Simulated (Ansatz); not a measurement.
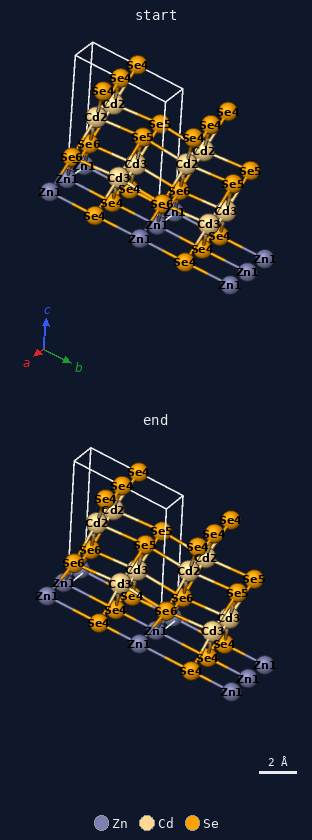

The structure of crystalline ZnCd2Se3 (built on the NaPr2Se3-71 type type) before (top) and after (bottom) a relaxation, at one scale.

Style: ball-and-stick. Shown: the cell of the calculation, reduced to other axes, repeated 2 × 2 × 1 with one cell outlined, slightly off an axis. Lengths and directions refer to the drawn axes.

Case: shaken.

All numbers below come from DFT, PBEsol, plane waves, PAW in Ansatz 0.2.0. Settings: plane-wave cutoff 420 eV; k-point mesh 6 × 6 × 6; occupations fermi dirac; smearing width 0.05 eV; no spin polarisation; cell and atoms relaxed; force threshold 0.01 eV/Å; at most 120 steps.

Summarise the run.

Answer. The atom that moves furthest relative to the cell is Zn1 (0.23 Å roughly along −b). By element the largest moves are Zn 0.23 Å, Se 0.12 Å, Cd 0.06 Å. Cell: a 3.880 → 3.842 Å (−1.0 %), b 5.549 → 5.684 Å (+2.4 %), c 6.795 → 6.766 Å (−0.4 %), α 113.9° → 114.8°, β 105.9° → 106.5°, γ 91.1° → 90.0°. Volume +0.1 %. Near-neighbour distances that change, for instance: Zn1–Se4 2.787 → 3.200 Å, Zn1–Se4 (another image) 2.762 → 2.484 Å, Cd2–Se5 2.769 → 2.919 Å, Cd3–Se6 2.777 → 2.919 Å. Among the angles between lasting bonds that change: Se5–Zn1–Se6 179.4° → 166.8°, Se5–Zn1–Se6 177.7° → 166.8°, Zn1–Se5–Cd2 94.4° → 85.8°. The space group (tolerance 0.01 Å) goes from P1 (No. 1) to Imm2 (No. 44). Over 13 accepted moves (17 points after the start) the energy falls by 6.5 meV per atom. The largest force component goes from 0.17 to 0.0019 eV/Å. Pressure: −0.68 GPa at the start and 0.00 GPa at the end. The line search rejected the trial steps at points 9, 10, 15 of the run. The SCF was repeated once at an unchanged geometry on a basis and grid sized afresh for the cell, which shifted the energy by less than 0.05 meV per atom at most. Cost: 12 min on 2 threads of Arm Neoverse V2, on a shared host, peak memory 0.89 GiB.
